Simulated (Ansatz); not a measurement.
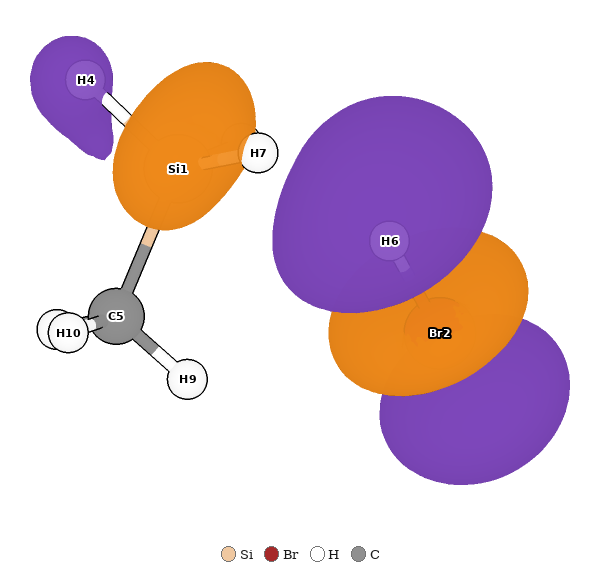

The picture shows: CH6Si···HBr. One frontier orbital at ±0.1 Å⁻³ᐟ² (orange and purple are the two phases), seen across its widest extent.

Not at a stationary point (largest force 1.2 eV/Å).

Computed with RKS LDA/def2-SVP (Ansatz).

Input

```
crystal:
  periodic: [false, false, false]
  atoms:
    - { symbol: Si, position_ang: [-0.7473, 0.0944, -0.3305] }
    - { symbol: Br, position_ang: [0.4944, -1.3674, -2.2288] }
    - { symbol: H, position_ang: [-1.8536, -0.8798, -0.2378] }
    - { symbol: H, position_ang: [-1.3305, 1.2625, -0.9753] }
    - { symbol: C, position_ang: [0.2001, -0.074, 1.3033] }
    - { symbol: H, position_ang: [1.2347, 0.3663, -1.5669] }
    - { symbol: H, position_ang: [0.829, 0.9469, -0.8969] }
    - { symbol: H, position_ang: [-0.468, -0.4202, 2.0862] }
    - { symbol: H, position_ang: [1.0081, -0.7954, 1.2175] }
    - { symbol: H, position_ang: [0.6333, 0.8668, 1.6292] }
basis:
  gaussian: { orbitals: def2-SVP }
hamiltonian:
  xc: lda
relax:
  f_tol: 0.15
  max_steps: 25
  restrain:
    - { distance: [0, 6], at: 1.42, k: 30.0 }
    - { distance: [5, 1], at: 1.51, k: 30.0 }
    - { distance: [0, 1], at: 3.61, k: 30.0 }
    - { distance: [5, 6], at: 1.92, k: 30.0 }
output:
  orbitals: {}
```

Run with:

```sh
ansatz run input.yaml --threads 2 --pin off --max-ram 3072MiB --backend cpu --events-out ev --progress --plain --runs-dir out
```

The fields are those of the run's last geometry, not of the input's.

Which orbital is it: HOMO or LUMO?

The LUMO, at −1.34 eV. It lies mainly on Br2 (about 45 %), H6 (about 30 %), Si1 (about 10 %) and H7 (about 5 %).
